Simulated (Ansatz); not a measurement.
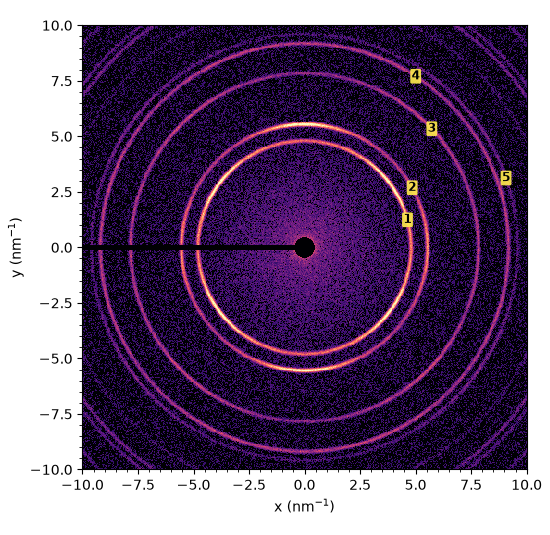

Simulated electron diffraction rings at 80 kV (λ = 0.0418 Å), scale in nm⁻¹ (radius = 1/d), for a sample with fibre texture (March–Dollase model, fibre axis vertical in the picture). Kinematic intensities with B = 0.3 Å² for all atoms, without multiple scattering; brightness goes as intensity to the power 0.4, clipped at the top, with counting noise. Reflections closer than the ring width show as one ring.

The sample is Cu, space group Fm-3m, a = 3.610 Å, b = 3.610 Å, c = 3.610 Å, α = 90.00°, β = 90.00°, γ = 90.00°. It is based on the input geometry of an electronic-structure calculation (not necessarily at equilibrium).

**Index rings 1 to 5.**

```csv
ring,radius,d (Å),hkl
1,4.80 nm⁻¹,2.08,111
2,5.54 nm⁻¹,1.805,200
3,7.83 nm⁻¹,1.276,220
4,9.19 nm⁻¹,1.088,311
5,9.60 nm⁻¹,1.042,222
```

**Which lattice planes lie preferentially normal to the fibre axis?**

The (2 0 0) planes: ring 2 is concentrated at the top and bottom of the pattern (March parameter 0.45).
